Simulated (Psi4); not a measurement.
# wB97M-V/cc-pVTZ run of C2F2 (SMILES FC#CF)

Aim: the vertical singlet–triplet gap of C2F2 at wB97M-V/cc-pVTZ, from 2 runs. 

The calculation is run with Psi4 1.11.

1 further run of the same task is left out (set aside as unsound or not needed).

## 1. Starting point

C2F2: 4 atoms, total charge 0, spin state singlet. SMILES: `FC#CF`. The shape is that of a PBE0-D4/def2-TZVP optimisation.

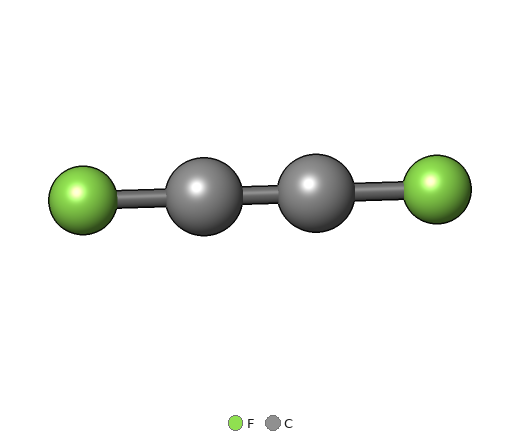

The structure, seen from a chosen angle (fluorine green, carbon grey).

## 2. The energy at wB97M-V/cc-pVTZ

Input file input.dat:

```
memory 1600 mb

molecule {
  0 1
  F     -0.136400     0.128000     1.852800
  C     -0.033700     0.030200     0.583200
  C      0.061400    -0.060400    -0.593400
  F      0.164100    -0.158200    -1.863000
  symmetry c1
  no_reorient
  no_com
}

set {
  basis                cc-pVTZ
  puream               true
  e_convergence        1e-09
  d_convergence        1e-08
  scf_type             pk
  dft_radial_points    99
  dft_spherical_points 590
}

energy('wb97m-v')
```

Launch:

```bash
$ psi4 -i input.dat -o output.dat -n 1
```

output.dat, shortened:

```text
[...]
  Running in c1 symmetry.
[...]
  Nuclear repulsion =   95.510996951943412
[...]
  Multiplicity = 1
[...]
  Nalpha       = 15
  Nbeta        = 15
[...]
    Number of basis functions: 120
[...]
   @RKS iter   1:  -275.72800957217368   -4.17247e-01   3.26388e-03 DIIS/ADIIS
[...]
   @RKS iter   9:  -275.78416414746579   -2.80238e-11   5.49578e-09 DIIS
[...]
    Orbital Energies [Eh]
    ---------------------
    Doubly Occupied:
       1A    -24.981222     2A    -24.981220     3A    -10.443412
       4A    -10.440681     5A     -1.432933     6A     -1.431546
       7A     -0.911017     8A     -0.760305     9A     -0.725712
      10A     -0.646526    11A     -0.646526    12A     -0.623503
      13A     -0.623503    14A     -0.383902    15A     -0.383902
[...]
  @RKS Final Energy:  -275.78416414746579
   => Energetics <=
    Nuclear Repulsion Energy =             95.5109969519434117
    One-Electron Energy =                -569.2487673674537518
    Two-Electron Energy =                 220.9713824812241114
    DFT Exchange-Correlation Energy =     -23.1424298111371307
    Empirical Dispersion Energy =           0.0000000000000000
    VV10 Nonlocal Energy =                  0.1246535979575307
    Total Energy =                       -275.7841641474657877
[...]
 Multipole Moments:
 ------------------------------------------------------------------------------------
     Multipole            Electronic (a.u.)      Nuclear  (a.u.)        Total (a.u.)
 ------------------------------------------------------------------------------------
 L = 1.  Multiply by 2.5417464519 to convert [e a0] to [Debye]
 Dipole X            :         -0.7851812            0.7851812            0.0000000
 Dipole Y            :          0.8560459           -0.8560459           -0.0000000
 Dipole Z            :          0.2891281           -0.2891281           -0.0000000
 Magnitude           :                                                    0.0000000
[...]
```

It took 53 s on 1 thread of AMD EPYC 7R43 (Zen 3), shared host; peak memory 0.94 GiB.

## 3. The triplet at the same level

Input file c2f2.dat:

```
memory 1600 mb

molecule {
  0 3
  F     -0.136400     0.128000     1.852800
  C     -0.033700     0.030200     0.583200
  C      0.061400    -0.060400    -0.593400
  F      0.164100    -0.158200    -1.863000
  units angstrom
  symmetry c1
  no_reorient
  no_com
}

set {
  basis                cc-pVTZ
  reference            uks
  puream               true
  e_convergence        1e-09
  d_convergence        1e-08
  scf_type             pk
  dft_radial_points    99
  dft_spherical_points 590
  maxiter              200
}

energy_value = energy("wb97m-v")
print_variables()
```

Launch:

```bash
$ psi4 c2f2.dat c2f2.out -n 1
```

c2f2.out, shortened:

```text
[...]
  Running in c1 symmetry.
[...]
  Nuclear repulsion =   95.510996951943412
[...]
  Multiplicity = 3
[...]
  Nalpha       = 16
  Nbeta        = 14
[...]
    Number of basis functions: 120
[...]
   @UKS iter   1:  -275.48266204104101   -1.71899e-01   2.86870e-03 ADIIS/DIIS
[...]
   @UKS iter  11:  -275.53827582815603   -1.04592e-11   2.64792e-09 DIIS
[...]
   @S^2 Observed:                2.003456782E+00
[...]
    Orbital Energies [Eh]
    ---------------------
    Alpha Occupied:
       1A    -24.977855     2A    -24.977853     3A    -10.480137
       4A    -10.477377     5A     -1.441304     6A     -1.439756
       7A     -0.979452     8A     -0.779395     9A     -0.750373
      10A     -0.668686    11A     -0.655265    12A     -0.636841
      13A     -0.626146    14A     -0.438813    15A     -0.418293
      16A     -0.141845
    Alpha Virtual:
      17A      0.120432    18A      0.126674    19A      0.145951
      20A      0.311180    21A      0.326830    22A      0.337255
      23A      0.408917    24A      0.427338    25A      0.436620
[...]
  @UKS Final Energy:  -275.53827582815603
   => Energetics <=
    Nuclear Repulsion Energy =             95.5109969519434117
    One-Electron Energy =                -568.7212702611991517
    Two-Electron Energy =                 220.7054465333985718
    DFT Exchange-Correlation Energy =     -23.1578996184565682
    Empirical Dispersion Energy =           0.0000000000000000
    VV10 Nonlocal Energy =                  0.1244505661576736
    Total Energy =                       -275.5382758281560314
[...]
 Multipole Moments:
 ------------------------------------------------------------------------------------
     Multipole            Electronic (a.u.)      Nuclear  (a.u.)        Total (a.u.)
 ------------------------------------------------------------------------------------
 L = 1.  Multiply by 2.5417464519 to convert [e a0] to [Debye]
 Dipole X            :         -0.7851812            0.7851812           -0.0000000
 Dipole Y            :          0.8560459           -0.8560459            0.0000000
 Dipole Z            :          0.2891281           -0.2891281            0.0000000
 Magnitude           :                                                    0.0000000
[...]
```

Wall time 79 s (1 thread of AMD EPYC 7R43 (Zen 3), shared host); peak memory 0.93 GiB.

## 4. Results

At wB97M-V/cc-pVTZ:

| quantity | value |
| --- | --- |
| singlet: total energy | -275.78416 Eh |
| singlet: dipole moment | 0.00 D |
| singlet: HOMO energy | -10.45 eV |
| singlet: LUMO energy | 3.41 eV |
| singlet: HOMO–LUMO gap | 13.86 eV |
| triplet: total energy | -275.53828 Eh |
| triplet: dipole moment | 0.00 D |
| triplet: HOMO energy (highest over α and β) | -3.86 eV |
| triplet: LUMO energy (lowest over α and β) | -3.11 eV |
| triplet: ⟨S²⟩ | 2.003 |
| vertical energy of the triplet above the singlet | 6.691 eV |

In words: At this shape the triplet lies 6.69 eV (154 kcal/mol) above the singlet.
